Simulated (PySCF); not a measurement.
C6H8GeO (SMILES C=C(C)C#C[C](=O)[GeH3])

Input file:

```
{"job": {"kind": "uv", "xc": "B3LYP", "basis": "def2-SVPD", "nstates": 8, "ntriplets": 3}, "charge": 0, "multiplicity": 1}
C     -1.785335     1.400383     0.896440
C     -1.671667     0.300357     0.150400
C     -2.840008    -0.487668    -0.360181
C     -0.391930    -0.180189    -0.206908
C      0.686947    -0.619274    -0.541864
C      2.009738    -1.025810    -0.837251
O      2.324927    -1.897522    -1.613057
Ge     3.408581     0.005524     0.180579
H     -2.749141     1.791299     1.175225
H     -0.919797     1.938396     1.243965
H     -2.786552    -1.513289     0.002839
H     -3.775495    -0.041807    -0.032554
H     -2.820856    -0.521116    -1.448771
H      4.773803    -0.425219    -0.243578
H      3.267521    -0.197040     1.659353
H      3.261666     1.481918    -0.036049
```

Launched as:

```sh
OMP_NUM_THREADS=1 python probes_run.py task.json out
```

Geometry: GFN2-xTB.

All numbers below come from B3LYP/def2-SVPD, SCF density, gas phase in PySCF.

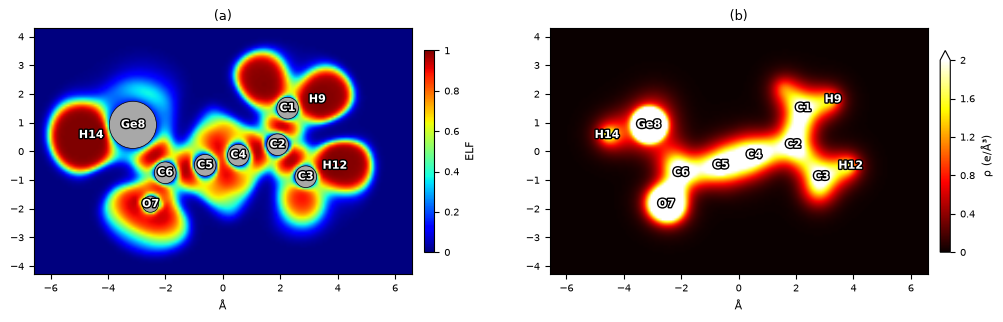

Figure 1. (a) ELF; (b) electron density on the plane of atoms C5, C6 and Ge8. Grey discs cover the atomic cores in the ELF map.

Q: Describe what can be read from this map.

A: The section cuts through C, O, Ge and H sites. C–O (1.21 Å): ρ at the midpoint is about 3.3 e/Å³; the ELF peaks at about 0.85 between the atoms (a multiple bond). C–C (1.21 Å): the density is about 2.7 e/Å³ at the midpoint; the ELF peaks at about 0.85 between the atoms; a short, multiple covalent bond. C–Ge (2.01 Å): ρ at the midpoint is about 0.83 e/Å³; the ELF peaks at about 0.95 in the valence shell of C, 0.7 Å from its nucleus, and is about 0.75 at the midpoint. C–H (1.08 Å): ρ at the midpoint is about 2 e/Å³; the ELF climbs to about 1 towards the hydrogen, as it does in any bond to H; a covalent bond by its length. C–C (1.33 Å): ρ is about 2.3 e/Å³ halfway; the ELF peaks at about 0.95 between the atoms; a multiple bond. The ELF also peaks beside O7, away from the bonds: lone-pair regions.

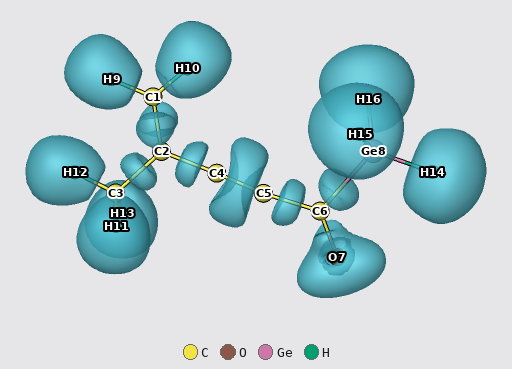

Figure 2. Isosurface of the ELF at 0.75 (cyan), seen at a tilt. Core shells and regions of very low density are left out.

Q: Where are the electrons localised?

A: At this value the surface marks out five regions between bonded C–C atoms (shared pairs), eight regions around hydrogen nuclei, one lobe of the valence shell of C pointing towards Ge (polar bonds) and one region on O in which the atom's valence shell and bonds are merged.

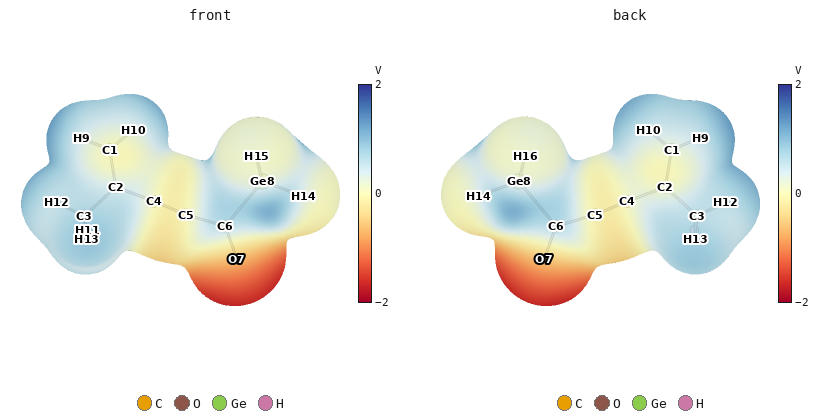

Figure 3. The molecular electrostatic potential painted on the density surface at 0.002 e/bohr³, seen from the front and from behind; the colour scale runs from red (negative) to blue (positive).

Q: Which sites attract a positive test charge, and which a negative one?

A: A positive charge is drawn to the negative regions and a negative charge to the positive ones. The most negative region (about −1.7 V) lies over O7, the most positive (about +1.2 V) over H9. O7 is the likeliest acceptor of a hydrogen bond.

Q: What dipole moment does the calculation give?

A: Its dipole moment is 4.11 D.
